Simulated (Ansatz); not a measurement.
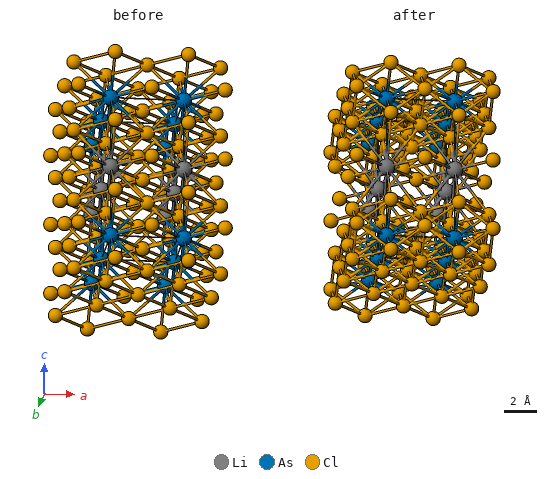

The structure of solid LiAsCl$_{6}$ (built on the TiAlNi6-123 type type) before (left) and after (right) a relaxation, at one scale.

Style: ball-and-stick. Shown: the cell of the calculation, repeated 1 × 2 × 1 with one cell outlined, from a free direction.

These are results of DFT, PBEsol, plane waves, PAW (Ansatz 0.2.0), not measurements.

Input
```yaml
crystal:
  lattice:
    - [4.7194269, 0.0, 0.0]
    - [0.0, 4.7194269, 0.0]
    - [0.0, 0.0, 9.30667291]
  atoms:
    - { symbol: Li, position: [0.0, 0.0, 0.5] }
    - { symbol: As, position: [0.0, 0.0, 0.0] }
    - { symbol: Cl, position: [0.5, 0.5, 0.0] }
    - { symbol: Cl, position: [0.5, 0.5, 0.5] }
    - { symbol: Cl, position: [0.5, 0.0, 0.24691689] }
    - { symbol: Cl, position: [0.5, 0.0, 0.75308311] }
    - { symbol: Cl, position: [0.0, 0.5, 0.24691689] }
    - { symbol: Cl, position: [0.0, 0.5, 0.75308311] }
kpoints:
  mp_grid: { grid: [4, 4, 2] }
hamiltonian:
  xc: pbesol
scf:
  occupations: { method: fermi_dirac, width: 0.03 }
relax:
  f_tol: 0.01
  cell: {}
  max_steps: 120
```

Run as
```bash
ansatz run input.yaml --threads 4 --pin off --max-ram 4608MiB --backend cpu --events-out ev --progress --plain --runs-dir out
```

Summarise the run.

The energy falls by 310 meV per atom in 9 accepted moves (10 points after the start). The largest force component goes from 0.71 to 0.00012 eV/Å. Pressure: −6.88 GPa at the start and 0.01 GPa at the end. The SCF was repeated once at an unchanged geometry on a basis and grid sized afresh for the cell, which shifted the energy by 0.1 meV per atom at most. The largest moves relative to the cell, 0.60 Å, are those of Cl5, Cl6, Cl7 and Cl8. Cl6 goes along +c. As and Li stay in place. The volume changes by −14.3 %, with a = b 4.719 → 4.385 Å (−7.1 %), c 9.307 → 9.240 Å (−0.7 %). Near-neighbour distances that change, for instance: Cl3–Cl5 3.294 → 2.765 Å, As2–Cl5 3.294 → 2.765 Å, Li1–Cl5 3.334 → 3.664 Å, Cl5–Cl7 3.337 → 3.101 Å. The space group stays P4/mmm (No. 123). Cost: 16 s on 4 threads of Arm Neoverse V2, with other jobs on the host, peak memory 0.58 GiB.
